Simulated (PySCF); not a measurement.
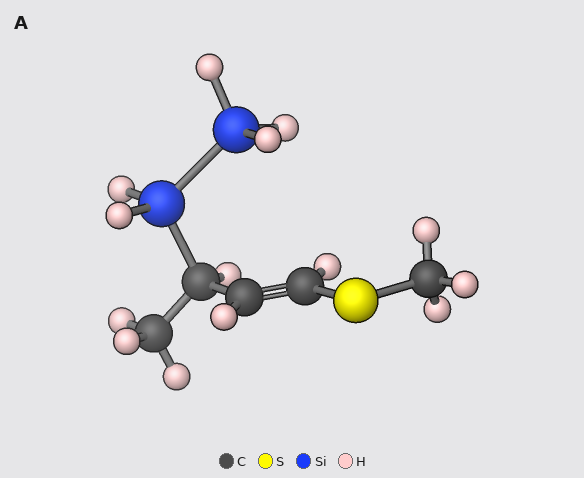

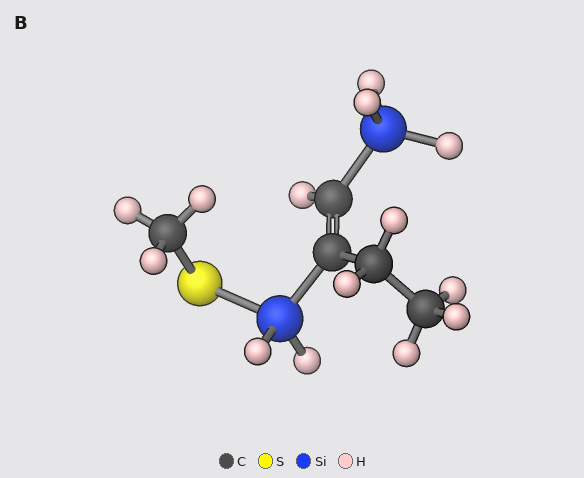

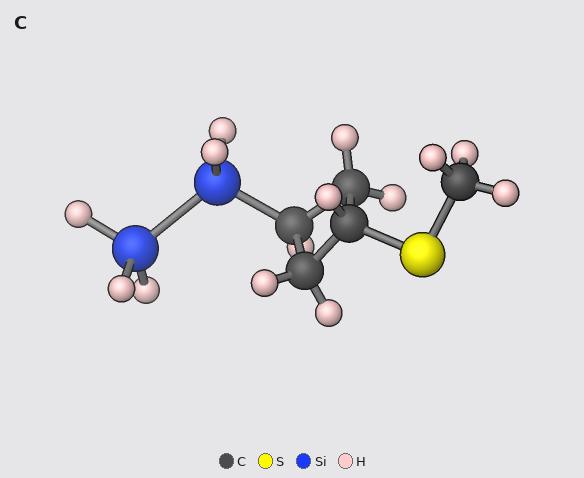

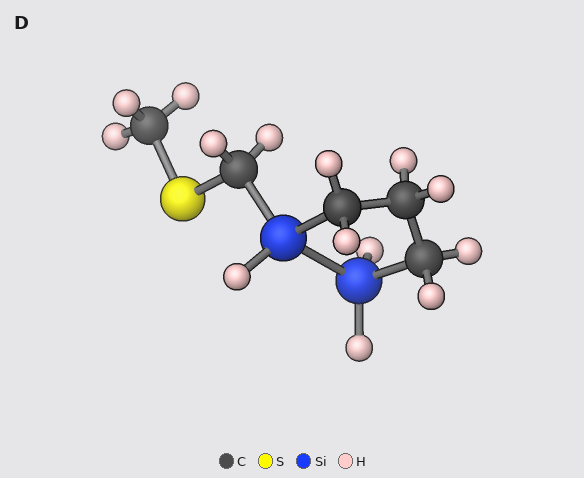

4 stationary structures of one formula. Geometries: GFN2-xTB. Electronic energies: PBE0/pcSseg-1 (PySCF 2.14.0), without zero-point energy. No frequency run is at hand to confirm each as a minimum. Each is one conformer, not always the lowest.

### Are they conformers, stereoisomers or constitutional isomers?

They are constitutional isomers of C5H14SSi2: A `CS/C=C/[C@@H](C)[SiH2][SiH3]`, B `CC/C(=C\[SiH3])[SiH2]SC`, C `CS[C@H]1C[C@H]([SiH2][SiH3])C1`, D `CSC[Si@@H]1CCC[SiH2]1`.

### Which structure is the most stable?

D is lowest; B lies 9.4 kcal/mol above it, A lies 27.9 kcal/mol above it, C lies 30.2 kcal/mol above it.

The geometry is semi-empirical. Around Si such bond lengths and angles can be off by a tenth of an ångström or more and by several degrees, and values that hang on the shape move with them.
